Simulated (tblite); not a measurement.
# Geometry relaxation, with input and output: C5H8GeS (part 2 of 2)

Continued. System: C5H8GeS, SMILES C[S][GeH]1[CH]=CC=[CH]1. Method: GFN2-xTB geometry optimisation, gas phase (tblite 0.8.0). It belongs to a series of runs on one base structure; here: H on Ge replaced by SCH3.

Geometry of the input (Å):
```
C  2.6383  0.5604  0.2375
S  2.0371  -0.9401  -0.5339
Ge -0.0885  -1.3398  -0.3418
C  -1.1778  -0.1462  -1.4685
C  -1.8827  0.5840  -0.6274
C  -1.7449  0.4039  0.7481
C  -0.9041  -0.4985  1.2006
H  2.6898  1.4052  -0.4856
H  2.0129  0.9050  1.0975
H  3.7021  0.3970  0.5389
H  -0.5088  -2.8043  -0.5019
H  -1.1830  -0.1322  -2.5322
H  -2.5883  1.3496  -1.0625
H  -2.3160  1.0115  1.4961
H  -0.6904  -0.7477  2.2131
```

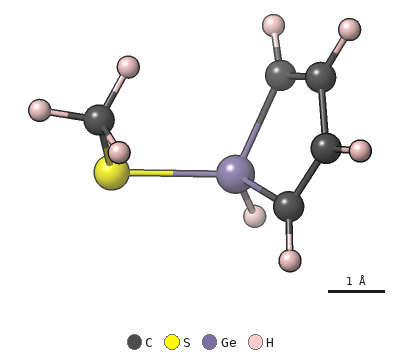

**Figure 1.** The geometry at step 59 of the log (ball-and-stick view, seen at a tilt).

**Trajectory as extended XYZ, continued**
```
15
Properties=species:S:1:pos:R:3:forces:R:3 step=43 energy=-541.45639
C     2.4947    0.5063    0.1972    0.0100   0.0510  -0.0050
S     2.2440   -1.2066   -0.3820   -0.0390   0.0210   0.0090
Ge    0.0218   -1.2896   -0.3502   -0.0050  -0.0470   0.0690
C    -1.0671   -0.0750   -1.4525    0.0600   0.0180   0.0030
C    -1.8360    0.6488   -0.6369   -0.0010  -0.0300  -0.0210
C    -1.7005    0.4426    0.8037    0.0160   0.0070  -0.0150
C    -0.8299   -0.4756    1.2293   -0.0280  -0.0160  -0.0150
H     2.3110    1.1996   -0.6173   -0.0230   0.0050  -0.0190
H     1.8366    0.7242    1.0343    0.0210  -0.0300  -0.0120
H     3.5311    0.5781    0.5107   -0.0130  -0.0180  -0.0010
H    -0.3442   -2.7367   -0.5788    0.0340  -0.0820  -0.0040
H    -1.1078   -0.0043   -2.5249   -0.0130   0.0360  -0.0070
H    -2.5647    1.3642   -0.9900   -0.0070   0.0540   0.0120
H    -2.3143    1.0380    1.4648   -0.0190   0.0040   0.0260
H    -0.6789   -0.7061    2.2707    0.0070   0.0270  -0.0210
15
Properties=species:S:1:pos:R:3:forces:R:3 step=48 energy=-541.46383
C     2.4422    0.5271    0.1771   -0.0050  -0.0510   0.0030
S     2.2233   -1.2181   -0.3156    0.0550   0.0050  -0.0120
Ge    0.0091   -1.3311   -0.3254   -0.0320  -0.0080  -0.1060
C    -1.0222   -0.0727   -1.4443   -0.0580   0.0010   0.0290
C    -1.7817    0.6685   -0.6339    0.0330   0.0610   0.0470
C    -1.6678    0.4513    0.8085   -0.0660  -0.0380   0.0130
C    -0.8549   -0.5163    1.2385   -0.0380   0.0030  -0.0020
H     2.1872    1.1756   -0.6571    0.0270  -0.0050   0.0690
H     1.8266    0.7480    1.0441   -0.0340   0.0190  -0.0260
H     3.4891    0.6338    0.4404    0.0030   0.0440  -0.0630
H    -0.3234   -2.7776   -0.6042    0.0070  -0.0640   0.0170
H    -1.0607   -0.0009   -2.5186    0.0310   0.0330   0.0520
H    -2.4811    1.4233   -0.9731    0.0640  -0.0470  -0.0450
H    -2.2690    1.0666    1.4657    0.0260  -0.0140   0.0000
H    -0.7211   -0.7697    2.2759   -0.0140   0.0610   0.0240
15
Properties=species:S:1:pos:R:3:forces:R:3 step=54 energy=-541.47116
C     2.3797    0.5439    0.1571   -0.1060  -0.1090   0.0040
S     2.2016   -1.2295   -0.2431    0.0590   0.0140  -0.0210
Ge   -0.0117   -1.3852   -0.3192   -0.0140  -0.0760   0.0300
C    -0.9825   -0.0762   -1.4247    0.0020  -0.0080  -0.0360
C    -1.7096    0.6983   -0.6176   -0.0520   0.0160  -0.0410
C    -1.6428    0.4478    0.8205   -0.0420   0.0770  -0.0120
C    -0.8935   -0.5712    1.2437    0.0250  -0.0160   0.0460
H     2.0453    1.1419   -0.6791   -0.0640   0.0830  -0.1350
H     1.8059    0.7867    1.0452    0.0060  -0.0110   0.0530
H     3.4328    0.7121    0.3287    0.1270   0.0110   0.0560
H    -0.2970   -2.8458   -0.6252   -0.0030   0.0760   0.0400
H    -0.9872    0.0212   -2.4954    0.0150   0.0310  -0.0300
H    -2.3571    1.4904   -0.9729    0.0450  -0.0140   0.0180
H    -2.2096    1.0967    1.4767    0.0160  -0.0550   0.0030
H    -0.7788   -0.8231    2.2834   -0.0130  -0.0180   0.0250
15
Properties=species:S:1:pos:R:3:forces:R:3 step=59 energy=-541.47412
C     2.3626    0.5436    0.1490    0.0100   0.0280  -0.0030
S     2.2057   -1.2328   -0.2366   -0.0060   0.0090  -0.0190
Ge   -0.0110   -1.3946   -0.3121    0.0010   0.0260   0.0010
C    -0.9739   -0.0799   -1.4247    0.0150   0.0190   0.0070
C    -1.6985    0.6984   -0.6178    0.0340   0.0190   0.0040
C    -1.6364    0.4478    0.8211   -0.0210  -0.0310  -0.0100
C    -0.8975   -0.5789    1.2476    0.0170   0.0220   0.0080
H     2.0099    1.1348   -0.6910   -0.0130  -0.0010   0.0090
H     1.8018    0.7862    1.0476   -0.0030  -0.0240  -0.0190
H     3.4189    0.7300    0.3125   -0.0100  -0.0140  -0.0060
H    -0.2987   -2.8472   -0.6203   -0.0160  -0.0160   0.0240
H    -0.9679    0.0360   -2.4949    0.0170  -0.0190   0.0080
H    -2.3274    1.5031   -0.9739   -0.0050   0.0040   0.0090
H    -2.1988    1.0927    1.4830   -0.0190  -0.0050  -0.0160
H    -0.7931   -0.8311    2.2887   -0.0020  -0.0190   0.0030
15
Properties=species:S:1:pos:R:3:forces:R:3 step=64 energy=-541.47625
C     2.3368    0.5503    0.1342   -0.0160  -0.0540  -0.0020
S     2.2059   -1.2329   -0.2311    0.0110  -0.0190  -0.0300
Ge   -0.0086   -1.4025   -0.3026    0.0060  -0.0280  -0.0100
C    -0.9476   -0.0752   -1.4191    0.0210   0.0000   0.0060
C    -1.6666    0.7095   -0.6138   -0.0220  -0.0030   0.0030
C    -1.6320    0.4399    0.8225    0.0450   0.0580   0.0280
C    -0.8957   -0.5860    1.2546   -0.0260  -0.0330  -0.0150
H     1.9458    1.1220   -0.7018    0.0280   0.0300   0.0080
H     1.7896    0.7808    1.0427   -0.0150   0.0190   0.0210
H     3.3920    0.7549    0.2759    0.0000   0.0250  -0.0290
H    -0.3094   -2.8560   -0.6023   -0.0020   0.0040   0.0170
H    -0.9248    0.0464   -2.4885    0.0160  -0.0040   0.0130
H    -2.2807    1.5261   -0.9694    0.0040   0.0000   0.0110
H    -2.1932    1.0867    1.4828   -0.0560  -0.0040  -0.0120
H    -0.8157   -0.8559    2.2938    0.0060   0.0080  -0.0110
15
Properties=species:S:1:pos:R:3:forces:R:3 step=70 energy=-541.47846
C     2.3207    0.5508    0.1213    0.0040   0.0010  -0.0030
S     2.2055   -1.2308   -0.2554    0.0000  -0.0010   0.0030
Ge   -0.0085   -1.4123   -0.2941    0.0000  -0.0050   0.0110
C    -0.9287   -0.0739   -1.4112   -0.0020  -0.0070   0.0040
C    -1.6444    0.7174   -0.6093   -0.0010  -0.0020   0.0030
C    -1.6287    0.4399    0.8257   -0.0090   0.0000   0.0040
C    -0.9037   -0.5937    1.2588    0.0030   0.0010   0.0040
H     1.9150    1.1298   -0.7030   -0.0020   0.0010  -0.0040
H     1.7854    0.7737    1.0399    0.0040  -0.0080   0.0000
H     3.3755    0.7692    0.2443    0.0100   0.0060  -0.0010
H    -0.3136   -2.8688   -0.5710   -0.0020   0.0040  -0.0080
H    -0.8882    0.0544   -2.4788    0.0070   0.0010  -0.0050
H    -2.2408    1.5464   -0.9651   -0.0050   0.0070  -0.0040
H    -2.2105    1.0758    1.4789   -0.0120   0.0070  -0.0010
H    -0.8393   -0.8699    2.2972    0.0040  -0.0050  -0.0030
15
Properties=species:S:1:pos:R:3:forces:R:3 step=75 energy=-541.47859
C     2.3256    0.5494    0.1210    0.0010   0.0030   0.0020
S     2.2077   -1.2309   -0.2610   -0.0010  -0.0010   0.0000
Ge   -0.0071   -1.4098   -0.2922   -0.0010   0.0070  -0.0050
C    -0.9311   -0.0749   -1.4106    0.0030   0.0090   0.0010
C    -1.6487    0.7160   -0.6096   -0.0050  -0.0020  -0.0010
C    -1.6331    0.4399    0.8260   -0.0020  -0.0040  -0.0060
C    -0.9022   -0.5894    1.2597   -0.0040   0.0010   0.0030
H     1.9223    1.1321   -0.7019   -0.0020  -0.0020  -0.0020
H     1.7876    0.7677    1.0391    0.0070   0.0020   0.0000
H     3.3802    0.7677    0.2480    0.0040  -0.0030  -0.0030
H    -0.3159   -2.8650   -0.5704    0.0000  -0.0010  -0.0030
H    -0.8879    0.0546   -2.4783    0.0010  -0.0020   0.0070
H    -2.2469    1.5439   -0.9663    0.0030  -0.0040   0.0000
H    -2.2195    1.0742    1.4774    0.0010  -0.0050  -0.0020
H    -0.8353   -0.8674    2.2971   -0.0030   0.0020   0.0090
```

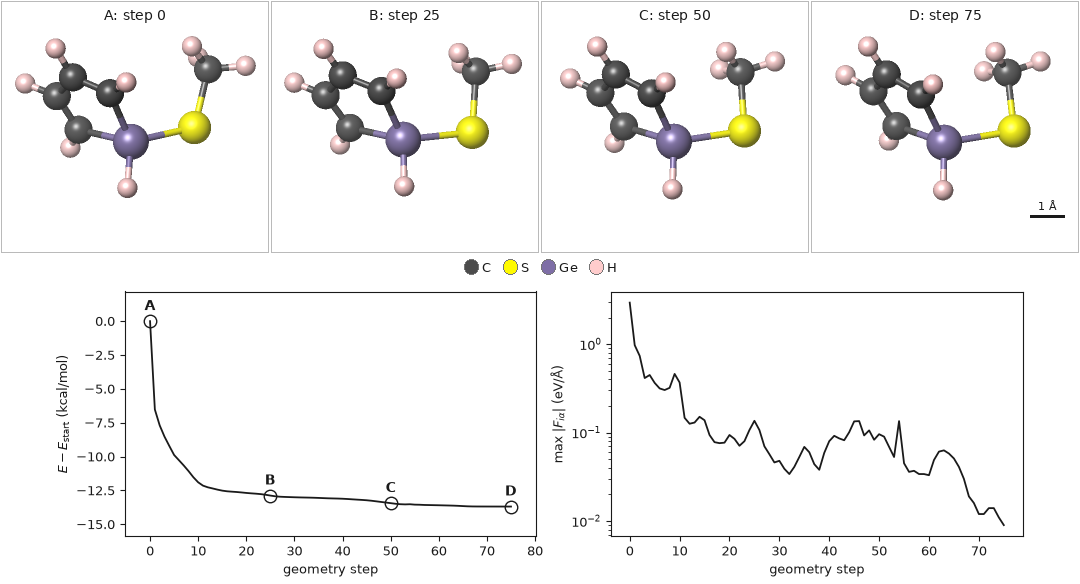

**Figure 2.** Frames of the relaxation (ball-and-stick view, seen at a tilt) above the curves, on which the letters mark them (steps are counted from 0).

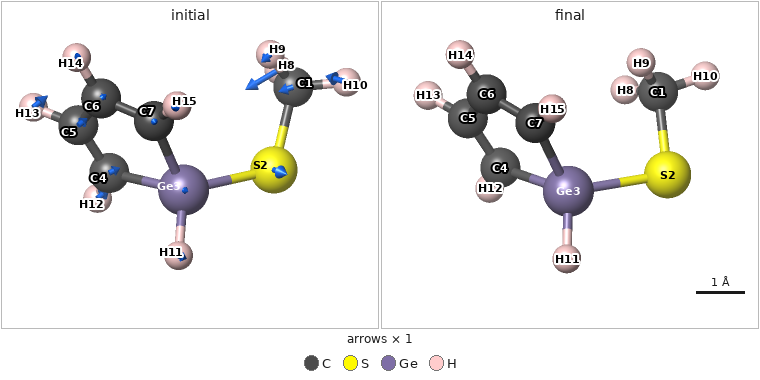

**Figure 3.** Before (left) and after (right) the relaxation, at one scale (ball-and-stick view, seen at a tilt). The blue arrows give the displacements, at true length. The atom that moves furthest after the best rigid fit is H8 (0.84 Å). Largest moves by element: H 0.84 Å, S 0.44 Å, C 0.33 Å, Ge 0.12 Å. Distances before and after: C5–C6 1.394 → 1.462 Å, S2–Ge3 2.171 → 2.222 Å, C5–H13 1.128 → 1.082 Å, C1–S2 1.791 → 1.825 Å. Among the angles that change: C1–S2–Ge3 116.4° → 98.4°, S2–Ge3–H11 115.8° → 106.5°, H8–C1–H10 104.0° → 110.0°. Over 75 geometry steps the energy falls by 13.7 kcal/mol. Largest force component: 3 eV/Å at the start, 0.009 eV/Å at the end. (Atoms are counted from 1 in the order of the input.)

**Summary**

```tsv
quantity	value
outcome	converged
total energy	−541.4786 eV
peak memory	0.18 GiB
```
